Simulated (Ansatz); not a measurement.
# AlS (quartet): B2PLYP, RPA-PBE over vertical spin and charge gaps, 6-31G

How well do these functionals follow the top wave-function level for AlS (quartet) over vertical spin and charge gaps?

Method: 6-31G, all electrons in the functionals, frozen cores in the correlation of double hybrids and RPA; program: Ansatz 0.2.0, Gaussian basis.

Plan: B2PLYP, RPA-PBE, at charge 0, quartet; charge 0, doublet; charge 0, sextet; charge 1, triplet; charge 1, quintet.

14 further runs of the same task are left out: 1 for a mislabelled method, 6 that didn't finish, 7 set aside as unsound or not needed.

## Step 1: What is computed

The geometry is a PBE0/def2-TZVP stationary point (not a proven minimum).

2 atoms, charge 0, spin multiplicity 4.

Atoms are counted from 1 here; the program's logs count them from 0.

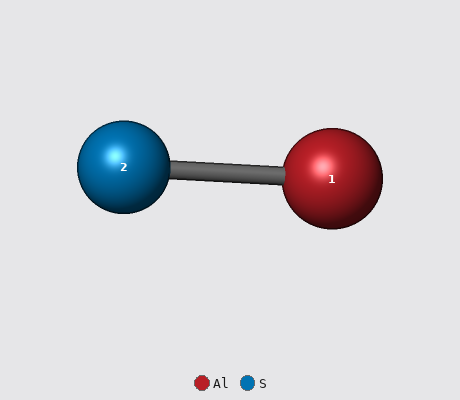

The geometry (aluminium red, sulfur blue); atoms are numbered from 1 in the order of the file.

Geometry (Å):

```csv
atom,x (Å),y (Å),z (Å)
Al1,0.0000,0.0000,0.0000
S2,0.0000,0.0000,2.2408
```

No dispersion term is added.

The geometry shown and the zero of energy belong to the point charge 0, quartet. The yardstick, FCI, and other wave-function levels (R restricted, U unrestricted, valence and pair active spaces) come from earlier runs.

## Step 2: B2PLYP, charge 0, quartet

Contents of in.yaml:

```yaml
crystal:
  periodic: [false, false, false]
  atoms:
    - {symbol: Al, position_ang: [0.000000, 0.000000, 0.000000]}
    - {symbol: S, position_ang: [0.000000, 0.000000, 2.240800]}
basis:
  gaussian: {orbitals: 6-31G}
magnetization: {spin_polarized: true, initial_magnetization: 3}
hamiltonian: {xc: {name: B2PLYP}}
correlation: {electrons: outside_noble_gas}
```

The run is started by

```
$ ansatz run in.yaml --threads 1 --pin off --events-out ev --progress --plain --max-ram 2393MiB
```

Further steps of the session: B2PLYP, charge 0, doublet; B2PLYP, charge 0, sextet; B2PLYP, charge 1, triplet; B2PLYP, charge 1, quintet; RPA-PBE, charge 0, quartet; RPA-PBE, charge 0, doublet; RPA-PBE, charge 0, sextet; RPA-PBE, charge 1, triplet; RPA-PBE, charge 1, quintet.

Before running them: what should the planned runs give, taken together? Wanted: quartet to doublet, FCI; quartet to sextet, FCI; ionisation to the triplet cation, FCI; ionisation to the quintet cation, FCI; largest miss, B2PLYP; largest miss, RPA-PBE.

The runs gave:

```
                             quantity                                            value
              quartet to doublet, FCI                                    -243.3 kJ/mol
               quartet to sextet, FCI                                     363.2 kJ/mol
ionisation to the triplet cation, FCI                                     574.9 kJ/mol
ionisation to the quintet cation, FCI                                     919.2 kJ/mol
                 largest miss, B2PLYP                 +30.0 kJ/mol (quartet to sextet)
                largest miss, RPA-PBE  -20.6 kJ/mol (ionisation to the triplet cation)
```

What this shows: Of the functionals, RPA-PBE keep the smallest largest miss at the points compared (at most 20.6 kJ/mol) and B2PLYP strays most (30.0 kJ/mol, at quartet to sextet). Functionals and the yardstick converge differently with the basis, so part of each miss in 6-31G is the basis.
